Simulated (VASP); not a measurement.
Band structure of MoS$_{2}$. Computed with LDA (Ceperley-Alder, Perdew-Zunger) with spin-orbit coupling, VASP's LDA PAW potentials (set 64) (plane waves; VASP).

The cell holds a wide vacuum, so values per volume refer to the whole cell. The path is coarsely sampled, so an indirect gap can come out somewhat too large.

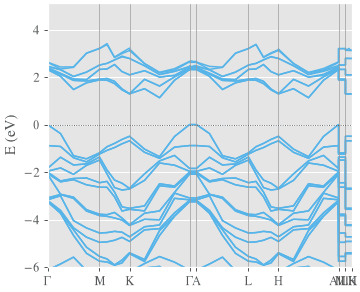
Figure. Bands along high-symmetry lines, zero at the valence-band maximum or, without a gap, the Fermi level

Question: Read the plot: is there a gap, and where are the band edges?

Answer: The gap is indirect, 1.13 eV, from the valence maximum at Γ to the conduction minimum at K-Γ at 0.50.

The cell is a sheet with vacuum, built from a database entry that may be metastable or hypothetical.
